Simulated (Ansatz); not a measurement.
The coordinates of a crystal:

```xyz
5
Lattice="3.9073 0.0000 0.0000 0.0000 3.9073 0.0000 0.0000 0.0000 3.9073" Properties=species:S:1:pos:R:3 pbc="T T T"
Sr    0.0000    0.0000    0.0000
Ti    1.9536    1.9536    1.9536
O     1.9536    0.0000    1.9536
O     1.9536    1.9536    0.0000
O     0.0000    1.9536    1.9536
```

### What would you see if this were drawn?

The material is SrTiO$_{3}$. Space group Pm-3m (No. 221), lattice primitive cubic. Among the common structure types it is cubic perovskite. One cell contains 1 Sr, 1 Ti, 3 O, 5 atoms in all. The Sr atoms are each bonded to twelve O in a cuboctahedral arrangement at 2.76 Å. Around each Ti lie six O in an octahedral arrangement at 1.95 Å. Each O atom is coordinated by four Sr and two Ti in a distorted octahedral arrangement (2.76 Å to Sr, 1.95 Å to Ti). The bonds build a three-dimensional framework.

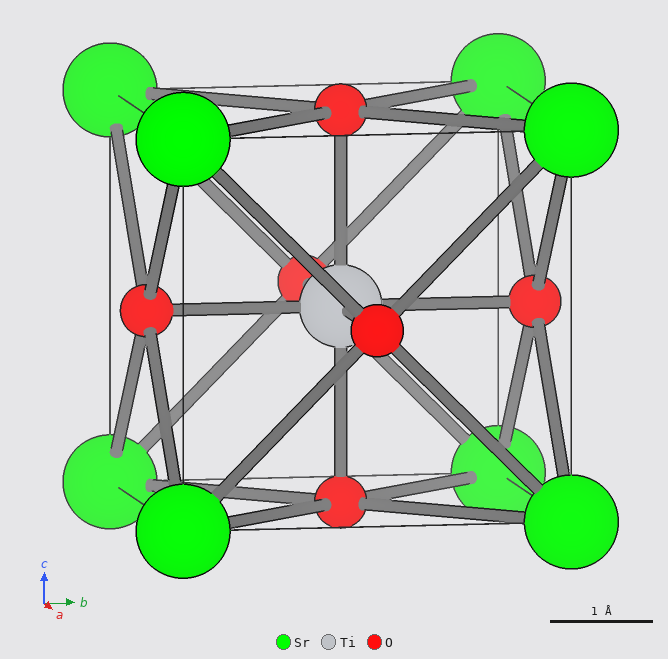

Drawn in the ball-and-stick manner and seen slightly off an axis. The frame is the conventional unit cell; atoms at its boundary are shown with their periodic copies. Colours: strontium green, titanium light grey, oxygen red.

Provenance: a structure listed in the Materials Project. It was relaxed with DFT r2SCAN, scalar-relativistic, plane waves, PAW in Ansatz 0.2.0.
